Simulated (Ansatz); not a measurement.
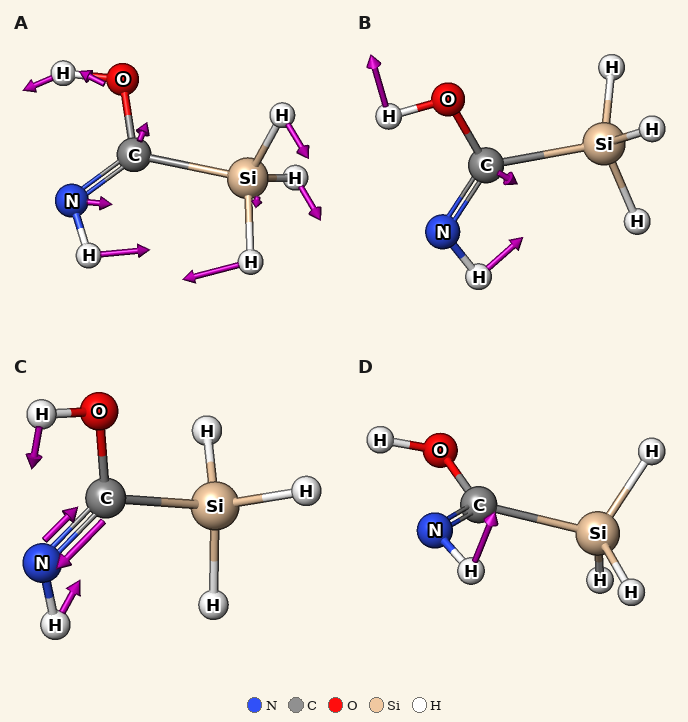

4 normal modes of one molecule or complex, as arrows. Harmonic vibrations computed with RKS PBE0-D4/def2-TZVP (Ansatz 0.2.0) at a stationary point of the same level.

Match the panels to the wavenumbers 233 cm⁻¹, 867 cm⁻¹, 1390 cm⁻¹, 1704 cm⁻¹.

Answer. A: 233 cm⁻¹, angle bending
B: 1390 cm⁻¹
C: 1704 cm⁻¹
D: 867 cm⁻¹, a torsion or out-of-plane motion in which bond lengths and bond angles hardly change
